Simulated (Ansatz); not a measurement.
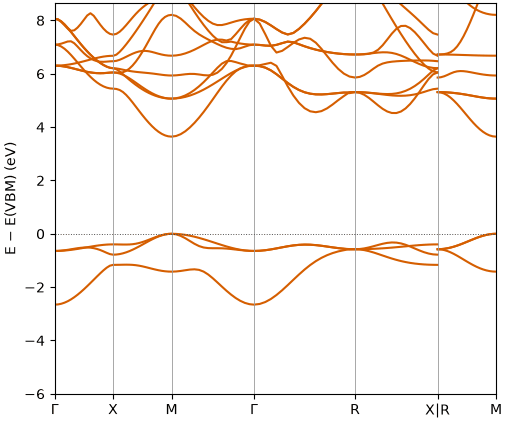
Band structure from the program Ansatz at the r²SCAN level (PAW)

Q: Read off the gap and where the band edges lie.

A: About 3.6 eV (3.64 eV by a search for the band edges); maximum at M, minimum at M.

Q: Which of these materials gives this?
A) CsI, CsCl type
B) CsCaBr3, cubic perovskite
C) CsPbBr3, cubic perovskite
D) CsCaH3, cubic perovskite

A: D, CsCaH3, cubic perovskite

Space group Pm-3m (cubic perovskite). The workflow started from a Materials Project entry (that database holds measured and hypothetical structures alike); the Crystallography Open Database copy checked does not list it. Whether it is the stable phase at ambient conditions was not checked. The r²SCAN relaxation kept the symmetry of its start; its stability against distortions is not shown here. Scalar-relativistic: spin–orbit coupling is off unless named, which matters more the heavier the elements.

Potentials: the later of the program's two PAW sets.
